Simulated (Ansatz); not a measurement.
**Fields on a plane of Pt (fcc, Cu type)**

```yaml
crystal:
  lattice:
    - [0.00000, 1.95907, 1.95907]
    - [1.95907, 0.00000, 1.95907]
    - [1.95907, 1.95907, 0.00000]
  atoms:
    - { symbol: Pt, position: [0.00000, 0.00000, 0.00000] }
```

The slice is a {111} plane (indices of the conventional cell) through the point (0.000, 0.000, 0.000) (fractional), spanned by u = [100] and v = [-1 2 0] in vectors of this cell: u (2.77 Å) and v (4.80 Å, at 90° to u). It covers one period; positions are fractions (u, v).

Atoms on it: Pt at (0.00, 0.00); Pt at (0.50, 0.50).

Level of theory: PBEsol (plane waves to 420 eV, PAW, scalar-relativistic; Ansatz, a program for electronic structure). k mesh 20×20×20. Inside the PAW spheres the values are not all-electron values, and peaks at nuclei hang on which shells count as valence. Pt is run without spin polarisation. Pt was relaxed with its symmetry unable to fall. Spin-orbit coupling is left out, though Pt is heavy. The PAW data are Ansatz's earlier set.

```
|xxx@%=. . .=%@xx|
|xxx@#-     -#@xx|
|@@@%+.     .+%@@|
|%%#+:       :+#%|
|++-:.       .:-+|
|...           ..|
|   ...     ...  |
|      .....     |
|    .:-+++-:.   |
|    :+#%%%#+:   |
|   .+%@@@@@%+.  |
|   -#@xxxxx@#-  |
|. .=%@xxxxx@%=. |
|. .+%@xxxxx@%+. |
|. .=%@xxxxx@%=. |
|   -#@xxxxx@#-  |
|   .+%@@@@@%+.  |
|    :+#%%%#+:   |
|    .:-+++-:.   |
|      .....     |
|   ...     ...  |
|...           ..|
|++-:.       .:-+|
|%%#+:       :+#%|
|@@@%+.     .+%@@|
|xxx@#-     -#@xx|
|xxx@%=. . .=%@xx|
|xxx@%+. . .+%@xx|
```
Scale: ten equal steps from 0.25 (start of ' ') to 0.56 (end of '@'), in the order ' .:-=+*#%@'. Values: electron localisation function (ELF). The map has 16 points along u (one character each, u = 0 at the left) and 28 along v (v = 0 in the bottom row). Points within 0.5 Å of a nucleus are blanked (x), as the pseudised field means little there.

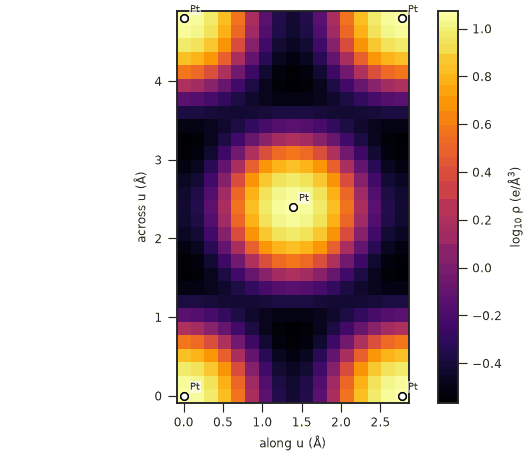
Log₁₀ of the valence density in e/Å³, one period of the plane, atoms marked. The scale is logarithmic, as a density can span decades between atoms and voids.

| Quantity | Result |
|---|---|
| Density on the Pt–Pt line (2.77 Å) at its midpoint | 0.38 e/Å³ |
| ELF at that point | 0.29 |
